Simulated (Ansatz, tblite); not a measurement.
# SnH3(OSiMe3) (C₃H₁₂OSiSn): rung by rung, part 2 of 2

How do method and basis change the picture of SnH3(OSiMe3) (C₃H₁₂OSiSn) (singlet)?

Ansatz 0.2.0, Gaussian basis; as each input shows. Earlier steps stand in the parts before.

## 9. PBE-D4/def2-SVP

Contents of in.yaml:

```yaml
crystal:
  periodic: [false, false, false]
  atoms:
    - {symbol: C, position_ang: [-1.559039, 0.458983, 0.853455]}
    - {symbol: C, position_ang: [-0.735941, -2.132582, -0.598305]}
    - {symbol: C, position_ang: [-0.140085, 0.609947, -1.864187]}
    - {symbol: O, position_ang: [1.211448, -0.372870, 0.514987]}
    - {symbol: Si, position_ang: [-0.269016, -0.351699, -0.253213]}
    - {symbol: Sn, position_ang: [2.258749, 0.997803, 1.498783]}
    - {symbol: H, position_ang: [1.920991, 0.777711, 3.162915]}
    - {symbol: H, position_ang: [3.888403, 0.662928, 1.110958]}
    - {symbol: H, position_ang: [1.761118, 2.543843, 0.942959]}
    - {symbol: H, position_ang: [-2.556338, 0.452971, 0.382001]}
    - {symbol: H, position_ang: [-1.308882, 1.512386, 1.068012]}
    - {symbol: H, position_ang: [-1.644632, -0.068653, 1.818133]}
    - {symbol: H, position_ang: [-0.814684, -2.708430, 0.338096]}
    - {symbol: H, position_ang: [-1.703627, -2.202754, -1.122328]}
    - {symbol: H, position_ang: [0.025462, -2.622133, -1.227059]}
    - {symbol: H, position_ang: [0.135062, 1.663365, -1.686770]}
    - {symbol: H, position_ang: [0.626984, 0.171385, -2.523711]}
    - {symbol: H, position_ang: [-1.095964, 0.607809, -2.414725]}
basis:
  gaussian: {orbitals: def2-SVP, initial_orbitals: start.molden}
hamiltonian: {xc: pbe, dispersion: d4}
scf: {omitted_lower_state_checks: [starts]}
output: {orbitals: {seedname: orbitals}}
```

On the command line:

```
$ ansatz run in.yaml --threads 4 --pin off --events-out ev --progress --plain --max-ram 4787MiB
```

Output:

```text
Functional definition: PBE
  name "PBE"
  cite "Perdew, Burke & Ernzerhof, Phys. Rev. Lett. 77, 3865 (1996) doi:10.1103/PhysRevLett.77.3865"
  parent pbe
  parameter kappa = 0.804
  parameter beta = 0.06672455060314922
  exchange = pbe_x(kappa = kappa, mu = beta*pi^2/3)
  correlation = pbe_c(beta = beta)
these checks for a lower state are left out or cut short: starts
1800 factors; their error is unknown
mean field evaluation 1: about -19046.3931 eV, gradient 2.8e1 eV
mean field evaluation 2: about -19046.8082 eV, gradient 5.6e-1 eV
mean field evaluation 4: about -19046.7385 eV, gradient 2.0e-1 eV
mean field evaluation 8: about -19046.7385 eV, gradient 2.1e-5 eV
mean field -19046.73854538 eV, -699.9547311997 hartree, gradient 2.1e-5 eV, S^2 0.000000; 0 other end points of the search recorded, 0 dependent functions left out
reference -19046.73859659 eV, -699.9547330817 hartree; 37, 37 occupied and 123, 123 virtual orbitals, 1800 factors
Total energy: -19047.18919313 eV, -699.9712921991 hartree
Checks for a lower state left out: starts
```

Run time: 2.3 s. Hardware: 4 threads of Arm Neoverse V1, shared host.

From the report: HOMO -6.10 eV, LUMO -1.00 eV.

## 10. PBE0-D4/def2-SVP

Edit in.yaml of step 9 so:

```diff
@@ -23,3 +23,3 @@
   gaussian: {orbitals: def2-SVP, initial_orbitals: start.molden}
-hamiltonian: {xc: pbe, dispersion: d4}
+hamiltonian: {xc: pbe0, dispersion: d4}
 scf: {omitted_lower_state_checks: [starts]}
```

Launched as before.

Output:

```text
Functional definition: PBE0
  name "PBE0"
  cite "Adamo & Barone, J. Chem. Phys. 110, 6158 (1999) doi:10.1063/1.478522"
  cite "Perdew, Burke & Ernzerhof, Phys. Rev. Lett. 77, 3865 (1996) doi:10.1103/PhysRevLett.77.3865"
  parent pbe
  parameter a = 0.25
  parameter kappa = 0.804
  parameter beta = 0.06672455060314922
  exchange = (1 - a)*pbe_x(kappa = kappa, mu = beta*pi^2/3) + a*exact_x
  correlation = pbe_c(beta = beta)
these checks for a lower state are left out or cut short: starts
1863 factors; their error is unknown
mean field evaluation 1: about -19048.4111 eV, gradient 2.8e1 eV
mean field evaluation 2: about -19048.6901 eV, gradient 3.9e-1 eV
mean field evaluation 4: about -19048.8038 eV, gradient 7.3e-4 eV
mean field -19048.80379880 eV, -700.0306278628 hartree, gradient 8.1e-6 eV, S^2 0.000000; 0 other end points of the search recorded, 0 dependent functions left out
reference -19048.80383839 eV, -700.0306293178 hartree; 37, 37 occupied and 123, 123 virtual orbitals, 1863 factors
Total energy: -19049.19362921 eV, -700.0449538663 hartree
Checks for a lower state left out: starts
```

Run time: 3.2 s. Hardware: 4 threads of Arm Neoverse V1, shared host.

From the report: HOMO -7.56 eV, LUMO -0.17 eV.

## 11. CCSD(T)/def2-SVP

Edit in.yaml of step 10 so:

```diff
@@ -23,3 +23,3 @@
   gaussian: {orbitals: def2-SVP, initial_orbitals: start.molden}
-hamiltonian: {xc: pbe0, dispersion: d4}
+correlation: {method: ccsd_t}
 scf: {omitted_lower_state_checks: [starts]}
```

Same command.

Output:

```text
Functional definition: HF
  name "HF"
  cite "Fock, Z. Phys. 61, 126 (1930) doi:10.1007/BF01340294"
  parent pbe
  exchange = exact_x
  correlation = 0
these checks for a lower state are left out or cut short: starts
1699 factors; integrals over basis functions are off by at most 1.2e-3 eV
mean field evaluation 1: about -18980.5571 eV, gradient 3.6e1 eV
mean field evaluation 2: about -18981.6976 eV, gradient 1.3e0 eV
mean field evaluation 4: about -18981.7209 eV, gradient 1.2e-1 eV
mean field evaluation 8: about -18981.7209 eV, gradient 9.0e-7 eV
mean field -18981.72093563 eV, -697.5653781118 hartree, gradient 9.0e-7 eV, S^2 0.000000; 0 other end points of the search recorded, 0 dependent functions left out
13 core orbitals not correlated: weight in the atoms' cores, before any rotation towards them, 1.000 or more for the frozen orbitals, at most 0.000 for the correlated occupied ones
reference -18981.72093563 eV, -697.5653781118 hartree; 24, 24 occupied and 123, 123 virtual orbitals, 1699 factors
second order -22.85820059 eV of doubles, -0.00000000 eV of singles
cycle   1  -24.17876204 eV  change    -1.3e0 eV  update   1.2e-1
cycle   2  -24.84900865 eV  change   -6.7e-1 eV  update   3.6e-2
cycle   3  -25.02235135 eV  change   -1.7e-1 eV  update   1.9e-2
cycle   4  -25.02267007 eV  change   -3.2e-4 eV  update   3.8e-3
cycle   5  -25.02199963 eV  change    6.7e-4 eV  update   1.4e-3
cycle   6  -25.02201442 eV  change   -1.5e-5 eV  update   4.2e-4
cycle   7  -25.02186646 eV  change    1.5e-4 eV  update   1.8e-4
cycle   8  -25.02186314 eV  change    3.3e-6 eV  update   6.4e-5
cycle   9  -25.02186849 eV  change   -5.4e-6 eV  update   2.5e-5
perturbative correction -0.69007605 eV, -0.0253598269 hartree
Total energy: -19007.43288017 eV, -698.5102746454 hartree
Checks for a lower state left out: starts
```

Run time: 69 s. Hardware: 4 threads of Arm Neoverse V1, shared host; peak memory 1.8 GiB.

From the report: Hartree-Fock HOMO -11.05 eV, LUMO 2.76 eV; T1 0.010.

## 12. MP2/def2-TZVP

Edit in.yaml of step 11 so:

```diff
@@ -22,4 +22,4 @@
 basis:
-  gaussian: {orbitals: def2-SVP, initial_orbitals: start.molden}
-correlation: {method: ccsd_t}
+  gaussian: {orbitals: def2-TZVP, initial_orbitals: start.molden}
+correlation: {method: mp2}
 scf: {omitted_lower_state_checks: [starts]}
```

Same command.

Output:

```text
Functional definition: HF
  name "HF"
  cite "Fock, Z. Phys. 61, 126 (1930) doi:10.1007/BF01340294"
  parent pbe
  exchange = exact_x
  correlation = 0
these checks for a lower state are left out or cut short: starts
2084 factors; integrals over basis functions are off by at most 1.2e-3 eV
mean field evaluation 1: about -18989.5833 eV, gradient 3.0e1 eV
mean field evaluation 2: about -18990.7169 eV, gradient 1.2e0 eV
mean field evaluation 4: about -18991.0526 eV, gradient 1.3e-2 eV
mean field evaluation 8: about -18991.0526 eV, gradient 1.9e-6 eV
mean field -18991.05264380 eV, -697.9083120620 hartree, gradient 5.3e-6 eV, S^2 0.000000; 0 other end points of the search recorded, 0 dependent functions left out
13 core orbitals not correlated: weight in the atoms' cores, before any rotation towards them, 1.000 or more for the frozen orbitals, at most 0.000 for the correlated occupied ones
reference -18991.05264380 eV, -697.9083120620 hartree; 24, 24 occupied and 246, 246 virtual orbitals, 2084 factors
second order -32.54316369 eV of doubles, -0.00000000 eV of singles
Total energy: -19023.59580749 eV, -699.1042512691 hartree
Checks for a lower state left out: starts
```

It took 7.5 s on 4 threads of Arm Neoverse V1, shared host; peak memory 0.95 GiB.

Hartree-Fock HOMO -11.07 eV, LUMO 2.05 eV.

## 13. Comparison

```tsv
level	functions	HOMO (eV)	LUMO (eV)	gap (eV)	time
PBE-D4/def2-SVP	160	-6.10	-1.00	5.10	2.3 s
PBE-D4/def2-TZVP	283	-6.28	-1.28	5.00	4.9 s
r2SCAN-D4/def2-TZVP	283	-6.59	-0.90	5.69	8.5 s
B97M-V/def2-TZVP	283	-6.72	-1.15	5.57	18 s
PBE0-D4/def2-SVP	160	-7.56	-0.17	7.39	3.2 s
PBE0-D4/def2-TZVP	283	-7.68	-0.48	7.20	11 s
r2SCAN0-D4/def2-TZVP	283	-7.89	-0.24	7.66	12 s
BHLYP-D4/def2-TZVP	283	-9.01	0.24	9.25	7 s
```

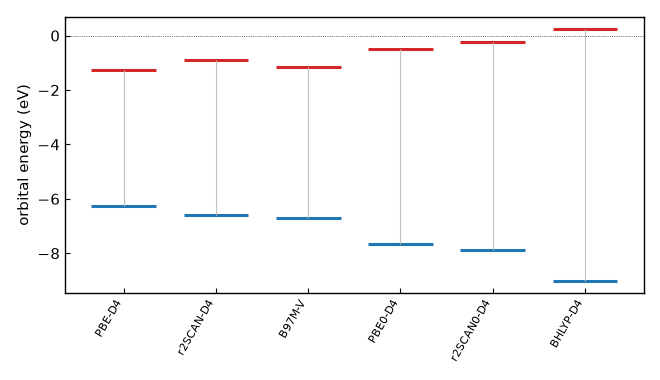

Highest filled (blue) and lowest empty (red) level in def2-TZVP.

The pieces so far (eV):

```tsv
basis	HF	MP2 correlation	CCSD correlation	(T)	total
def2-SVP	-18981.7209	-22.8582	-25.0219	-0.6901	-19007.4329
def2-TZVP	-18991.0526	-32.5432			-19023.5958 (MP2)
```

The correlation energy is far from converged in these sets, so it jumps between bases; where outer-core shells are correlated, the sets cover them unevenly.

## 14. Binding energy

Free atoms were run apart at each level; binding is atoms less cluster, divided by the number of atoms, without zero-point or spin-orbit terms.

Differences are taken before rounding.

```tsv
method	binding an atom (eV)	from CCSD(T)/def2-SVP (eV)	time
HF/def2-SVP	2.765	-0.729	
HF/def2-TZVP	2.762	-0.733	
PBE-D4/def2-SVP	3.706	+0.211	2.3 s
PBE-D4/def2-TZVP	3.711	+0.216	4.9 s
r2SCAN-D4/def2-TZVP	3.693	+0.199	8.5 s
B97M-V/def2-TZVP	3.714	+0.220	18 s
PBE0-D4/def2-SVP	3.671	+0.177	3.2 s
PBE0-D4/def2-TZVP	3.675	+0.181	11 s
r2SCAN0-D4/def2-TZVP	3.655	+0.161	12 s
BHLYP-D4/def2-TZVP	3.614	+0.120	7 s
MP2/def2-SVP	3.504	+0.010	
MP2/def2-TZVP	3.573	+0.078	7.5 s
CCSD/def2-SVP	3.465	-0.029	
CCSD(T)/def2-SVP	3.494	0	69 s
```

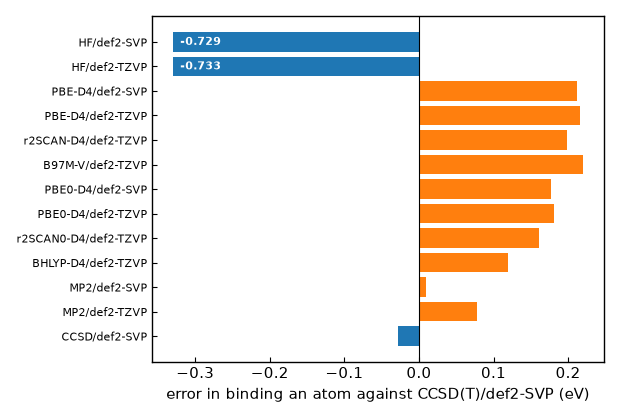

Error of each method against CCSD(T)/def2-SVP. Bars with a number in them are cut short.

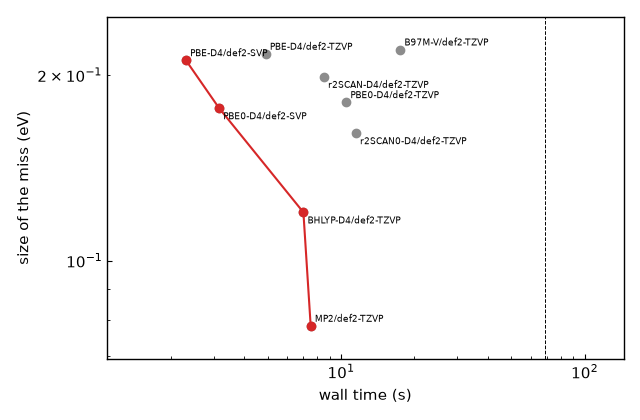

Accuracy for the time spent; red marks the levels that beat every quicker one drawn (of those quicker than the yardstick), and the dashed line is the time of CCSD(T)/def2-SVP. Times are from a shared host.

## 15. Results

This closing draws on all 2 parts.

| quantity | value |
| --- | --- |
| gap in def2-TZVP, named functionals, smallest and largest | 5.00 eV (PBE-D4), 9.25 eV (BHLYP-D4) |
| correlation energy, CCSD(T)/def2-SVP | -25.71 eV |
| correlation energy, MP2/def2-TZVP | -32.54 eV |
| binding an atom, CCSD(T)/def2-SVP | 3.494 eV |
| PBE0 total energy, smallest basis above largest | 9.29 eV (def2-SVP, def2-TZVP) |

What this shows: Orbital gaps of the named functionals in def2-TZVP span 5.00 eV (PBE-D4) to 9.25 eV (BHLYP-D4); exact exchange widens it. The functionals in def2-TZVP miss CCSD(T)/def2-SVP by +0.120 (BHLYP-D4) to +0.220 eV (B97M-V) an atom. The yardstick is in a double-zeta basis, so levels in larger sets aren't compared like for like. CCSD(T)/def2-SVP isn't at the basis-set limit; small misses against it rank nothing.

MP2/def2-TZVP reaches 0.078 eV from the reference in 7.5 s, where CCSD(T)/def2-SVP took 69 s; the quickest level in the cost chart, PBE-D4/def2-SVP, takes 2.3 s and misses by 0.211 eV. The slowest run with a step of its own, CCSD(T)/def2-SVP, took 69 s; the quickest functional in def2-TZVP took 4.9 s (shared host).
